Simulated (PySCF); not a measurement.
# Cl4Si, SMILES `Cl[Si](Cl)(Cl)Cl`: electronic structure

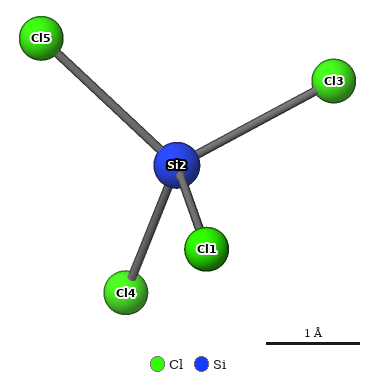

The molecule, with its atoms numbered as below. No frequency check shows the geometry to be a minimum.

Cartesian coordinates (Å):

```
Cl1      1.1631   -0.8544    1.4052
Si2     -0.0001    0.0000    0.0000
Cl3      1.1631    0.8544   -1.4052
Cl4     -1.1630   -1.4054   -0.8543
Cl5     -1.1630    1.4054    0.8543
```

### 1. Bonding charge

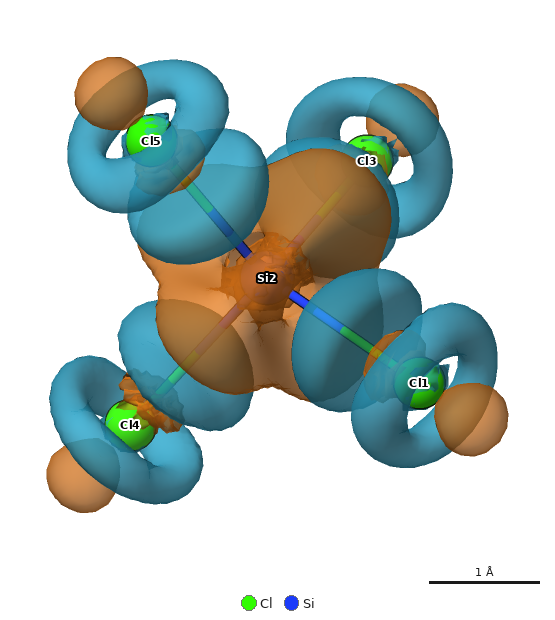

Deformation density (molecule less spherical, spin-averaged free atoms at the same positions), surfaces at ±0.05 e/Å³; light blue: gain, orange: loss.

PySCF calculation, PBE0/cc-pVTZ, gas phase; geometry: GFN2-xTB.

How much density has each bond gained at its critical point, relative to the free atoms?

Answer. Si2–Cl4, Si2–Cl5, Cl1–Si2 and Si2–Cl3: +0.10 e/Å³ at the bond critical point (bond length 2.01 Å, Mayer order 1.2). In all, 1.0 electrons gather in the regions of gain relative to the promolecule. A small or negative value marks a very polar bond, one between electron-rich atoms, whose free-atom densities already overlap strongly, a long bond to a heavier atom, or a closed-shell contact such as a hydrogen bond.

### 2. Bond critical points

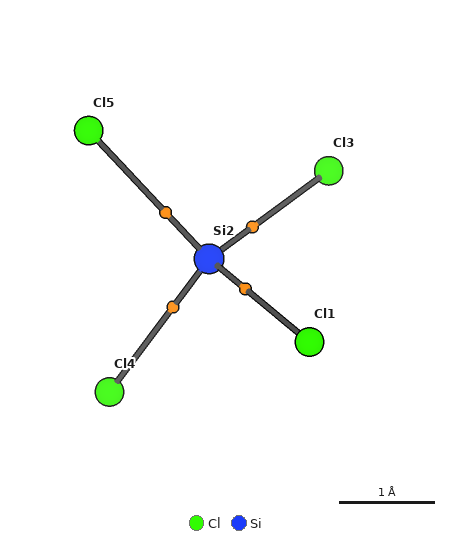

Molecular graph of the electron density (QTAIM): bond paths, bond critical points (orange), ring points (yellow, if any); weak paths are dashed.

How many critical points of each kind are there, and does the count close?

Answer. 5 nuclei, 4 bond, 0 ring and 0 cage critical points: 5 − 4 + 0 − 0 = 1, as the Poincaré–Hopf relation requires.

Tabulate density, Laplacian, ellipticity and energy density at the bond critical points (atomic units).

Answer.
| bond | length (Å) | ρ (a.u.) | ∇²ρ (a.u.) | ε | H (a.u.) |
| --- | --- | --- | --- | --- | --- |
| Si2–Cl4 (4 alike) | 2.014 | 0.109 | +0.28 | 0.00 | −0.062 |

What kind of interaction is Si2–Cl4?

Answer. Polar or intermediate (positive Laplacian, negative energy density H): ρ = 0.109, ∇²ρ = +0.28, H = −0.062 a.u.

### 3. Electrostatic potential

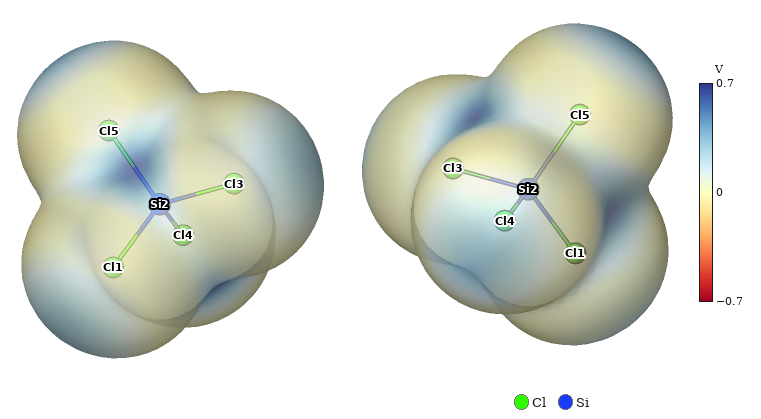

Electrostatic potential on the surface of electron density 0.001 a.u. (back view left, front view right).

Where are the extremes of the potential on the surface?

Answer. Highest: 0.66 V, off the Si2–Cl5 bond (2.3 to 2.4 Å from its atoms), and at like points elsewhere. Further maxima include 0.40 V, 2.0 Å from Cl5. Lowest: −0.05 V, 2.1 Å from Cl1, and at like points elsewhere. The surface is sampled at points, so like sites can differ by a few per cent and only the strongest of them is named.

Does Cl5 carry a σ-hole?

Answer. Yes: a local maximum of +0.40 V lies on the extension of the Si2–Cl5 bond.

### 4. Removing or adding an electron

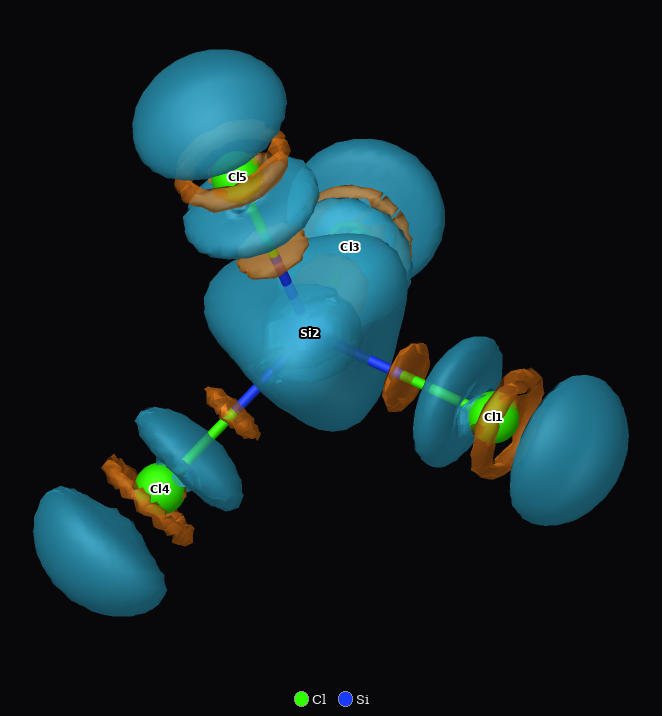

Fukui function f⁺ = ρ(N+1) − ρ(N) at fixed geometry, surfaces at ±0.03 e/Å³ (light blue positive, orange negative).

Method: PBE0/def2-SVP; geometry: GFN2-xTB; program: PySCF.

Which atoms respond most to the addition of an electron?

Answer. f⁺ (Hirshfeld-condensed) is largest on Cl1, Cl3, Cl4 and Cl5 (0.20 each) and Si2 (0.18); the vertical electron affinity is −2.00 eV (the stability of the anion's solution wasn't checked; negative, but this basis has no diffuse functions, so it doesn't show that the anion is unbound). Condensed values hint at sites of nucleophilic attack but needn't mark the atom that reacts. Shares this close don't rank the sites. Orbital relaxation makes it negative in places (0.12 e in all).

### 5. Localised orbitals

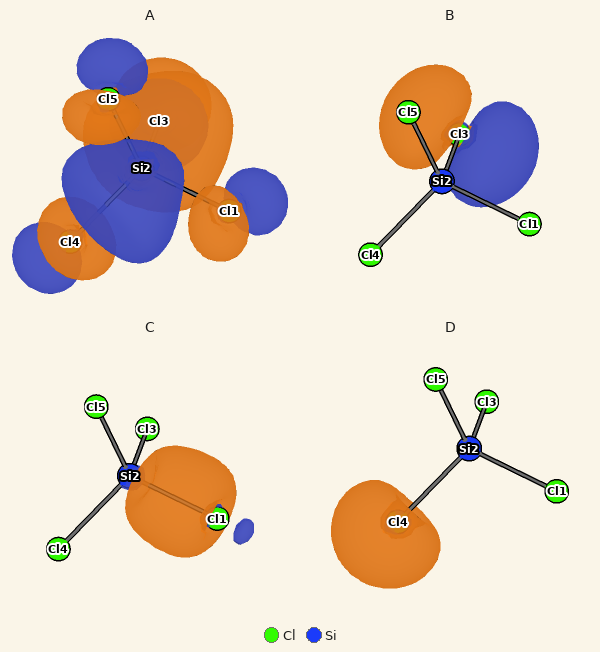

Intrinsic bond orbitals (IBO), occupied and valence-virtual; each surface holds about 85 % of the orbital's density. Energies are diagonal elements of the Fock matrix.

PySCF calculation, ωB97X/def2-SVP, gas phase; geometry: GFN2-xTB.

Name the orbitals, with their atomic make-up and energies.

Answer. By panel:
- A: σ* orbital Si2–Cl3, mostly on Si2 (Si2 66 %, Cl3 18 %, Cl4 8 %; 5.2 eV)
- B: lone pair on Cl3 (p-type) (Cl3 96 %, Si2 3 %; −12.7 eV)
- C: σ bond Cl1–Si2 (Cl1 70 %, Si2 30 %; −21.0 eV)
- D: lone pair on Cl4 (sp0.4-type) (Cl4 100 %; −21.4 eV)

How do all the valence pairs divide up?

Answer. 16 pairs: 12 lone pairs and 4 σ bonds.

### 6. Stretching a bond

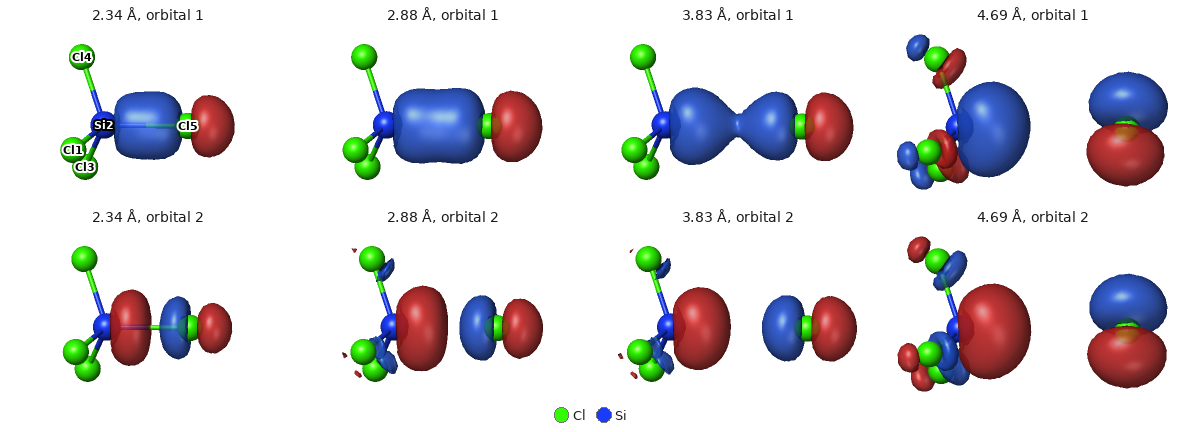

Rigid stretch of the Si2–Cl5 bond. The two CASSCF(2,2) natural orbitals nearest half filling (orbital 1 the more occupied).

PySCF calculation, 6-31G* basis, gas phase; geometry: GFN2-xTB.

How do the occupations change along the stretch?

Answer. 2.34 Å: 1.97 and 0.03; 2.88 Å: 1.88 and 0.12; 3.83 Å: 1.41 and 0.59; 4.69 Å: 1.00 and 1.00. At the longest distance computed (5.96 Å) they are 1.00 and 1.00, and the effective number of unpaired electrons is 2.0.

Where does the UHF solution part from RHF?

Answer. Between 2.56 Å (⟨S²⟩ = 0, the two coincide) and 2.88 Å (⟨S²⟩ = 0.33); at 5.96 Å ⟨S²⟩ is 1.01 and UHF lies 4.0 eV below RHF.

How much energy does the stretch cost?

Answer. By CASSCF, 3.8 eV from the lowest point of the scan (2.13 Å) to 5.96 Å; RHF gives 7.4 eV from its own lowest point. The fragments aren't relaxed and dynamic correlation is missing, so this isn't a bond dissociation energy.

The PySCF runs shown took 13 s, 82 s, 6.2 s and 4.2 min on 1 thread of Intel(R) Xeon(R) Platinum 8488C (Sapphire Rapids), with other jobs on the host.
